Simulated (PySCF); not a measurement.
C₄H₁₃FSSi₂

Input

```
{"job": {"kind": "nmr", "xc": "PBE0", "basis": "pcSseg-1"}, "charge": 0, "multiplicity": 1}
C     -3.113012     0.264606     0.062783
C     -2.014341    -0.601672     0.663966
Si    -0.312684    -0.256960    -0.128514
C      0.934169    -1.484335     0.661788
S      2.274925    -1.960764    -0.477039
C      3.131901    -0.374299    -0.655959
Si     0.320211     1.955308     0.171577
F      1.618138     1.989646     1.139232
H     -3.195274     0.088024    -1.006816
H     -2.901173     1.320715     0.215170
H     -4.076917     0.043339     0.517808
H     -2.281164    -1.651326     0.531611
H     -1.973916    -0.428199     1.741337
H     -0.399244    -0.615835    -1.557998
H      0.457620    -2.428953     0.918956
H      1.403326    -1.091539     1.563858
H      3.329264     0.042571     0.326971
H      2.529537     0.312178    -1.245967
H      4.066815    -0.582089    -1.166923
H     -0.618726     2.814917     0.887713
H      0.811626     2.661607    -1.009324
```

Command:

```sh
OMP_NUM_THREADS=1 python probes_run.py task.json out
```

Geometry: GFN2-xTB.

Method: PBE0/pcSseg-1, SCF density, gas phase, non-relativistic (PySCF).

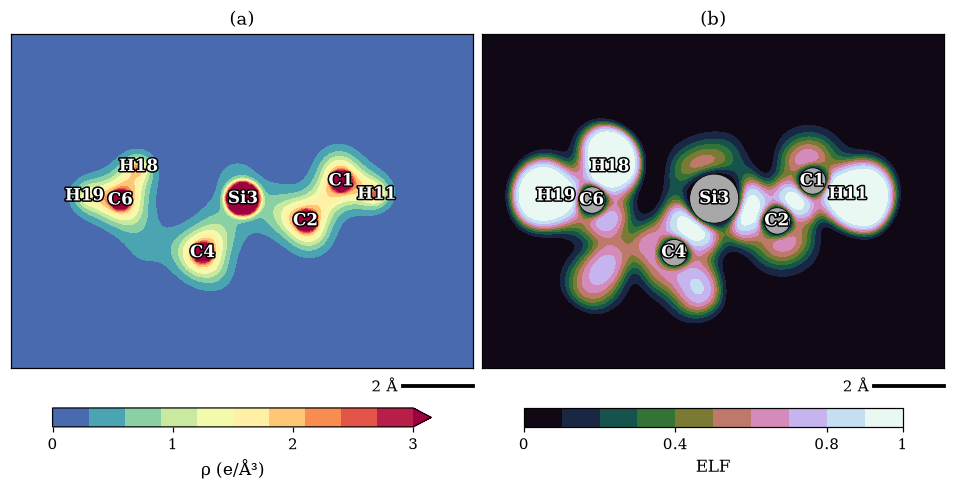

Figure 1. (a) total electron density; (b) electron localisation function on the plane of atoms C2, C1 and H11. Grey discs cover the atomic cores in the ELF map.

Question: Describe what can be read from this map.

Answer: Atoms in the plane: C, Si and H. C–C (1.52 Å): ρ is about 1.6 e/Å³ halfway; the ELF peaks at about 0.95 between the atoms: a covalent bond. C–Si (1.91 Å): ρ at the midpoint is about 0.91 e/Å³; the ELF peaks at about 0.95 between the atoms, as expected for a covalent bond. C–H (1.09 Å): ρ at the midpoint is about 2 e/Å³; the ELF climbs to about 1 towards the hydrogen, as it does in any bond to H: a covalent bond by its length.

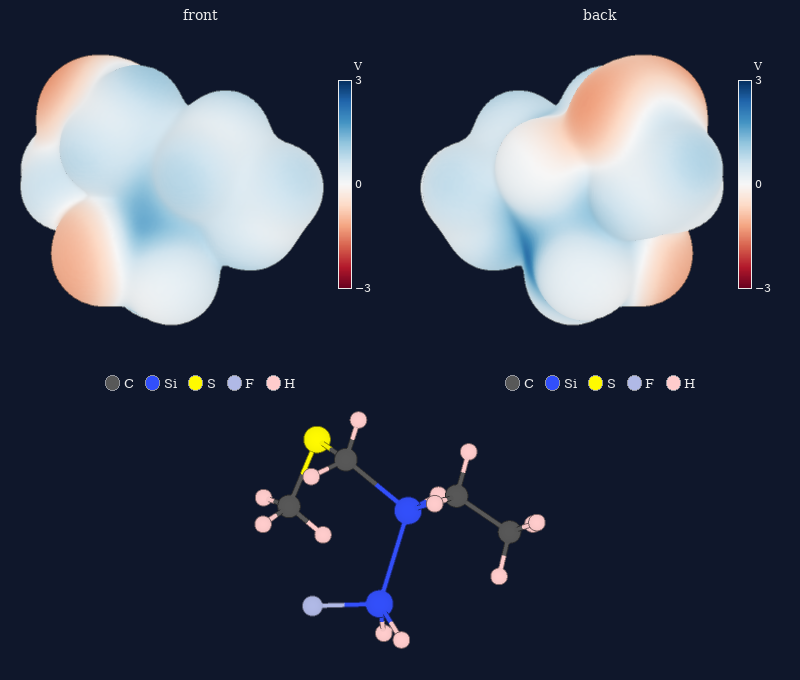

Figure 2. The molecular electrostatic potential painted on the density surface at 0.002 e/bohr³, seen from the front and from behind; the colour scale runs from red (negative) to blue (positive). The bare structure is drawn below in the same view.

Question: Where is the surface potential most negative and most positive?

Answer: The most negative region (about −1.2 V) lies over S5, the most positive (about +2.0 V) over Si7.
